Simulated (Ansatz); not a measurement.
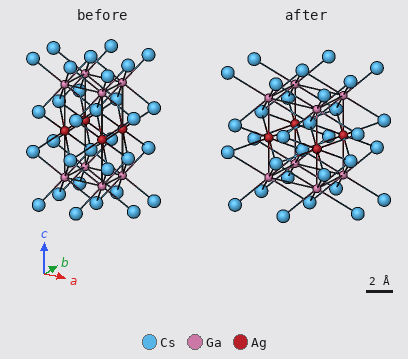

The structure of a crystal of Cs2GaAg (a generated structure, set up in P-3m1) (coarse preliminary run) before (left) and after (right) a relaxation, at one scale.

A ball-and-stick model of the cell of the calculation, seen slightly off an axis.

The calculation used DFT PBE, scalar-relativistic, plane waves, PAW in Ansatz. (plane-wave cutoff 420 eV; k-point mesh 6 × 6 × 2; occupations gaussian; smearing width 0.1 eV; no spin polarisation; cell and atoms relaxed; force threshold 0.04 eV/Å; at most 70 steps)

> Describe what moved and what it gained.

The energy falls by 372 meV per atom in 10 accepted moves (12 points after the start). Largest force component: 0.42 eV/Å at the start, 0.013 eV/Å at the end. The pressure goes from 7.04 to −0.02 GPa. At 2 points the geometry stayed and the basis and grid were re-selected for the new cell (energy shift of 22.1 meV per atom at most each time). The largest moves relative to the cell, 0.17 Å, are those of Cs atoms. Ag and Ga stay in place. The volume changes by +42.4 %, with a = b 4.672 → 6.034 Å (+29.2 %), c 7.569 → 6.462 Å (−14.6 %). Some distances before and after: Cs–Ga 3.301 → 3.920 Å, Ag–Ga 3.785 → 3.231 Å, Ag–Cs 3.289 → 3.767 Å. Bond angles that change, for instance: Cs–Ag–Cs 89.5° → 73.6°, Ag–Cs–Ag 90.5° → 106.4°, Cs–Ag–Cs 90.5° → 106.4°. The space group stays P-3m1 (No. 164).

Limits of the set-up: the k-point mesh is coarse for a cell with partly filled bands.
